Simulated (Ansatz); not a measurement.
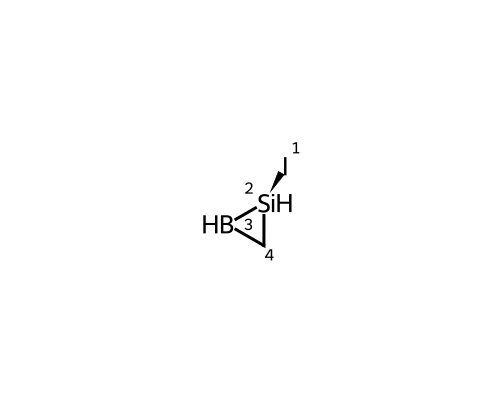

A structural formula, with wedges where it has stereocentres; small numbers name the atoms. The configuration is that of a computed structure (PBE0-D4/def2-TZVP).

Question: What are the Cahn–Ingold–Prelog descriptors?

Answer: Si2: R.
